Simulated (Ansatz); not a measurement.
**BHOF2 (difluorohydroxyborane) at BLYP/def2-SVPD**

What is the electronic atomisation energy of BHOF2 (difluorohydroxyborane) at BLYP/def2-SVPD? 

The results are computed with Ansatz 0.2.0.

63 further runs of the same task are left out: 63 set aside as unsound or not needed.

### 1 The structure to begin with

BHOF2 has 5 atoms, charge 0, and is taken as a singlet. SMILES: `OB(F)F`. The shape is that of a PBE0-D4/def2-TZVP optimisation.

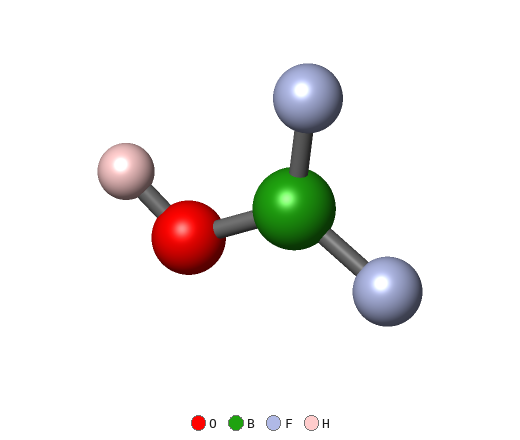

Viewed from a chosen angle; oxygen red, boron green, fluorine light blue, hydrogen pink.

### 2 A single-point energy at BLYP/def2-SVPD

input.yaml

```yaml
basis:
  gaussian:
    orbitals: def2-SVPD
crystal:
  periodic: [false, false, false]
  atoms:
    - {symbol: O, position_ang: [0.038630, 1.000750, 0.174310]}
    - {symbol: B, position_ang: [0.105760, -0.342460, 0.137210]}
    - {symbol: F, position_ang: [0.731030, -0.986880, 1.100700]}
    - {symbol: F, position_ang: [-0.439530, -1.051930, -0.843330]}
    - {symbol: H, position_ang: [-0.435890, 1.380520, -0.568880]}
hamiltonian:
  xc: {name: BLYP}
accuracy: high
output:
  orbitals: {seedname: orbitals}
```

Command:

```sh
ansatz run input.yaml --threads 1 --pin off --max-ram 3480MiB --events-out events.jsonl --progress --plain --runs-dir runs
```

Output:

```text
Warning: RAYON_NUM_THREADS=1 ignored (pool sized by the plan → 1); use --threads N
Functional definition: BLYP
  name "BLYP"
  parameter beta = 0.0042
  parameter a = 0.04918
  parameter b = 0.132
  parameter c = 0.2533
  parameter d = 0.349
  exchange = b88_x(beta = beta)
  correlation = lyp_c(a = a, b = b, c = c, d = d)
1902 factors; integrals over basis functions are off by at most 3.2e-9 eV
mean field evaluation 1: about -8164.1294 eV, gradient 6.8e1 eV
mean field evaluation 2: about -8139.5816 eV, gradient 1.3e2 eV
mean field evaluation 4: about -8171.4084 eV, gradient 9.1e0 eV
mean field evaluation 8: about -8171.5298 eV, gradient 1.5e-1 eV
mean field evaluation 16: about -8171.5299 eV, gradient 8.9e-7 eV
mean field -8171.52985418 eV, -300.2981832793 hartree, gradient 2.2e-8 eV, S^2 0.000000; 0 other end points of the search recorded, 0 dependent functions left out
reference -8171.52990015 eV, -300.2981849688 hartree; 16, 16 occupied and 81, 81 virtual orbitals, 1902 factors
Total energy: -8171.52990015 eV, -300.2981849688 hartree
```

Wall time 4.5 s (1 thread of Arm Neoverse V2, shared host); peak memory 0.23 GiB.

### 3 The B atom, same level

in.yaml

```yaml
crystal:
  periodic: [false, false, false]
  atoms:
    - {symbol: B, position_ang: [0.000000, 0.000000, 0.000000]}
basis:
  gaussian:
    orbitals: def2-SVPD
magnetization:
  spin_polarized: true
  initial_magnetization: 1
hamiltonian:
  xc: {name: BLYP}
accuracy: high
```

Run the same way, it converges to -24.62297 Eh (log not shown).

### 4 The F atom at the same level

job.yaml

```yaml
crystal:
  periodic: [false, false, false]
  atoms:
    - symbol: F
      position_ang: [0.000000, 0.000000, 0.000000]
basis:
  gaussian: {orbitals: def2-SVPD}
accuracy: high
hamiltonian: {xc: {name: BLYP}}
magnetization: {spin_polarized: true, initial_magnetization: 1}
```

Run the same way, it converges to -99.64446 Eh (log not shown).

### 5 The H atom

in.yaml

```yaml
basis:
  gaussian: {orbitals: def2-SVPD}
crystal:
  periodic: [false, false, false]
  atoms:
    - symbol: H
      position_ang: [0.000000, 0.000000, 0.000000]
accuracy: high
hamiltonian: {xc: {name: BLYP}}
magnetization: {spin_polarized: true, initial_magnetization: 1}
```

Run the same way, it converges to -0.49640 Eh (log not shown).

### 6 The O atom, same level

molecule.yaml

```yaml
basis:
  gaussian:
    orbitals: def2-SVPD
crystal:
  periodic: [false, false, false]
  atoms:
    - symbol: O
      position_ang: [0.000000, 0.000000, 0.000000]
accuracy: high
magnetization:
  spin_polarized: true
  initial_magnetization: 2
hamiltonian:
  xc: {name: BLYP}
```

Run the same way, it converges to -74.99867 Eh (log not shown).

### 7 What came out

Level: BLYP/def2-SVPD.

```
                     quantity          value
       molecule: total energy  -300.29818 Eh
        molecule: HOMO energy       -8.99 eV
        molecule: LUMO energy       -0.95 eV
      molecule: HOMO–LUMO gap        8.04 eV
         B atom: total energy   -24.62297 Eh
                 B atom: ⟨S²⟩          0.753
         F atom: total energy   -99.64446 Eh
                 F atom: ⟨S²⟩          0.751
         H atom: total energy    -0.49640 Eh
                 H atom: ⟨S²⟩          0.750
         O atom: total energy   -74.99867 Eh
                 O atom: ⟨S²⟩          2.003
electronic atomisation energy      24.251 eV
```

**Reading.** Taking the molecule apart into free atoms costs 24.25 eV (559 kcal/mol), before zero-point energy and without spin-orbit coupling.
